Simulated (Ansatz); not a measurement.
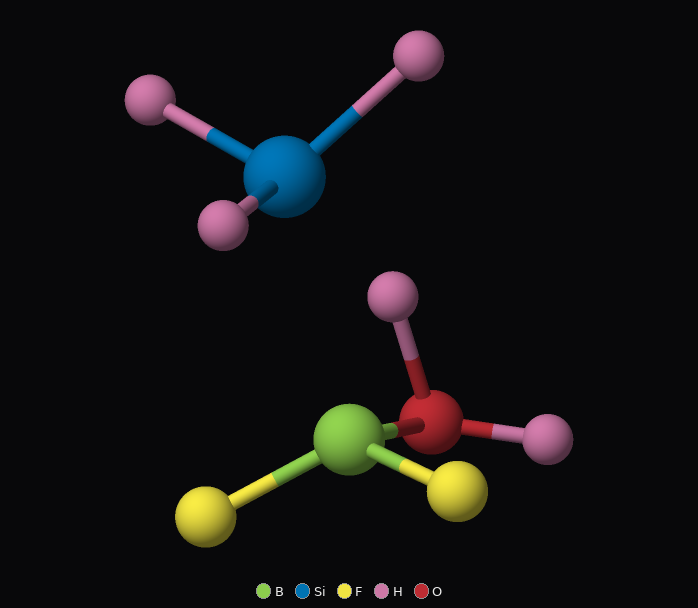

Sticks follow a distance rule. Harmonic vibrations computed with RKS PBE0-D4/def2-TZVP (Ansatz 0.2.0) at a stationary point of the same level.

Question: How many imaginary frequencies does it have?

Answer: A first-order saddle point: one imaginary frequency, 1345i cm⁻¹.

Question: How many vibrational modes are there, and where do they lie?

Answer: 24 modes: 1345i, 83, 156, 210, 349, 354, 407, 428, 496, 542, 607, 774, 909, 928, 934, 973, 1072, 1238, 1347, 1909, 2211, 2231, 2241, 3801 cm⁻¹.
